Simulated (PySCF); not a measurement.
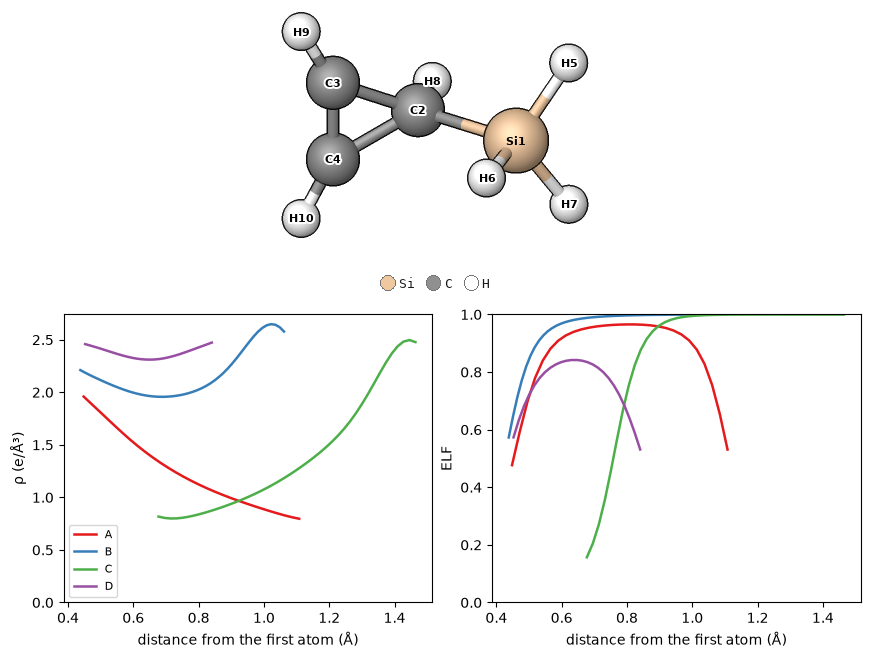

The picture shows: C3H6Si. Total electron density and ELF along straight lines between neighbouring atoms. The curves leave out the atomic cores. The structure is drawn too.

Geometry: GFN2-xTB.

Level of theory: PySCF 2.14.0, PBE0/pcSseg-1, SCF density, gas phase, non-relativistic.

```xyz
10

Si    1.4124    0.3893   -0.1960
C    -0.3311   -0.2752   -0.4706
C    -1.5320    0.3079    0.2427
C    -1.1541   -0.8563    0.6592
H     1.6867    1.4609   -1.1566
H     1.5092    0.9098    1.1690
H     2.3865   -0.6879   -0.3896
H    -0.5216   -0.6925   -1.4626
H    -2.1848    1.1439    0.2819
H    -1.2624   -1.6954    1.3002
```

Q: Which curve belongs to which contact (C–C, C–H, C–Si and Si–H)? The first atom named is at distance zero.

A: Curve A: C–Si (1.89 Å): ρ is about 0.95 e/Å³ halfway; the ELF peaks at about 0.95 between the atoms: localised, covalent bonding. Curve B: C–H (1.06 Å): ρ is about 2.1 e/Å³ halfway; the ELF climbs to about 1 towards the hydrogen, as it does in any bond to H: an ordinary covalent bond to hydrogen. Curve C: Si–H (1.46 Å): the density is about 0.8 e/Å³ at the midpoint; the ELF climbs to about 1 towards the hydrogen. Curve D: C–C (1.29 Å): the density is about 2.3 e/Å³ at the midpoint; the ELF peaks at about 0.85 between the atoms (a short, multiple covalent bond).
